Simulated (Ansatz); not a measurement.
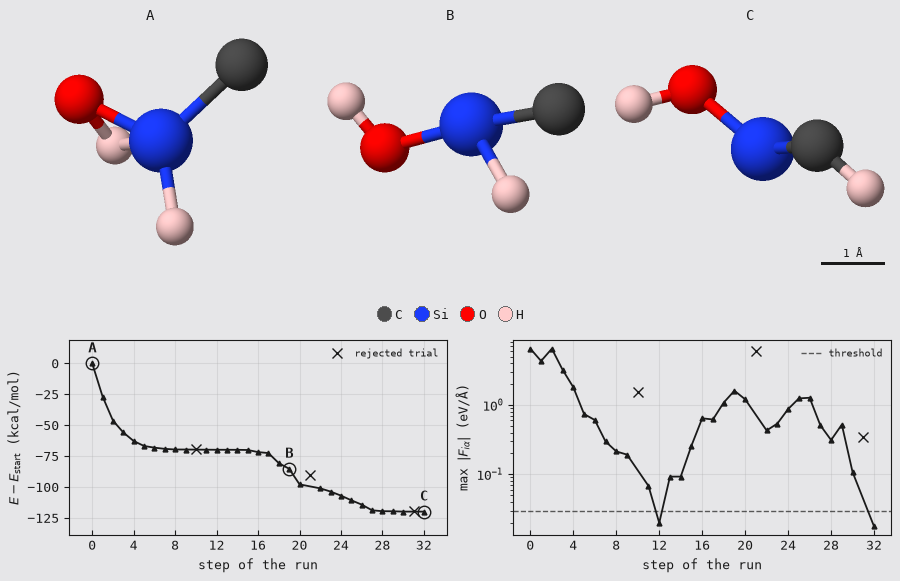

Frames of a relaxation of CH₂OSi, marked on the history of the run. A ball-and-stick model, seen at a tilt.

It is one of the separated reactants of a reaction.

The calculation used Ansatz, RKS PBE-D4/def2-SVP. (force threshold 0.03 eV/Å; at most 250 steps)

**What happens along the run?**

An H atom moves most after the best rigid fit: 1.74 Å. By element the largest moves are H 1.74 Å, C 1.49 Å, O 0.93 Å, Si 0.56 Å. Among the contacts that change: C–H 2.802 → 1.104 Å, H–Si 1.483 → 2.541 Å, H–Si 1.420 → 2.264 Å, H–O 1.199 → 0.976 Å. New bonds form, among them: C–H (2.80 → 1.10 Å). Bonds break, among them: H–Si (1.42 → 2.26 Å), H–Si (1.48 → 2.54 Å). Among the angles between lasting bonds that change: Si–O–H 61.3° → 114.8°, C–Si–O 111.4° → 137.7°. Groups turn about O–Si by about 150°. After 29 accepted moves (32 points after the start) the energy has fallen by 119.8 kcal/mol. Largest force component: 6.5 eV/Å at the start, 0.018 eV/Å at the end. The line search rejected the trial steps at points 10, 21, 31 of the run. The forces were under the threshold at step 12, but the run went on from there. From step 0 to 19: an H atom moves most (1.30 Å), energy −85.1 kcal/mol. From step 19 to 32: an H atom moves most (1.08 Å), energy −34.6 kcal/mol.

```tsv
step	E − E(0), kcal/mol	largest force component, eV/Å	note
0	0.00	6.4976	
1	-26.81	4.3063	
2	-46.23	6.4832	
3	-55.80	3.2245	
4	-62.72	1.8023	
5	-66.71	0.7406	
6	-68.07	0.6066	
7	-69.04	0.2974	
8	-69.55	0.2138	
9	-69.58	0.1920	
10	-69.01	1.5307	rejected
11	-69.72	0.0679	
12	-69.77	0.0199	
13	-69.78	0.0925	
15	-69.95	0.2588	
16	-71.66	0.6420	
17	-72.45	0.6175	
18	-80.60	1.0817	
19	-85.14	1.6050	
20	-97.73	1.2068	
22	-100.97	0.4284	
23	-103.57	0.5400	
24	-106.84	0.8731	
25	-110.64	1.2439	
26	-114.11	1.2709	
27	-118.71	0.5083	
29	-119.49	0.5205	
30	-119.76	0.1074	
31	-119.48	0.3431	rejected
32	-119.78	0.0177
```
